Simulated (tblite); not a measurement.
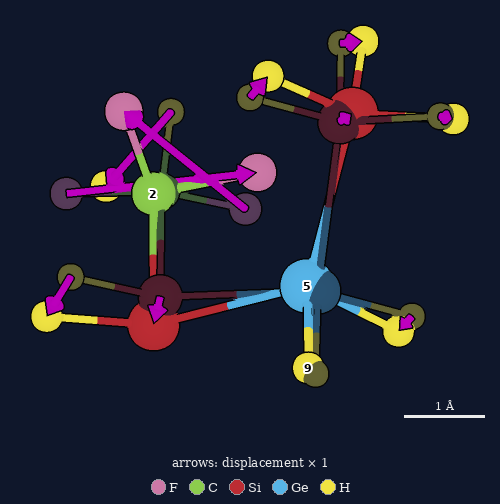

A relaxation of CH$_{7}$F$_{2}$GeSi$_{2}$ (multiplicity 2). The starting structure is drawn faded, the final one solid; purple arrows show the displacements, at their true length. The two geometries are superimposed by the best rigid fit.

Style: ball-and-stick. Shown from a free direction.

Theory: tblite 0.8.0, GFN2-xTB geometry optimisation, gas phase. 

**Atoms of which element are displaced furthest, and by how much?**

Fluorine: up to 2.67 Å, against 1.77 Å for hydrogen.

**What did the optimiser do to the structure, and how much energy did it gain?**

The largest move after the best rigid fit is that of an F atom, 2.67 Å. By element the largest moves are F 2.67 Å, H 1.77 Å, Si 0.38 Å, C 0.18 Å, Ge 0.16 Å. Near-neighbour distances that change, for instance: C–Si 1.866 → 1.952 Å, Ge–Si 2.306 → 2.364 Å, Ge–H 1.553 → 1.522 Å, C–H 1.115 → 1.096 Å. Bond angles that change, for instance: Si–Ge–Si 108.9° → 124.1°, C–Si–Ge 109.5° → 96.8°, Si–C–H 109.0° → 121.5°. Groups turn about C–Si by about 135°. Over 181 geometry steps the energy falls by 11.7 kcal/mol. Cost: 1.4 s on 1 thread of Arm Neoverse V1, on a shared host.
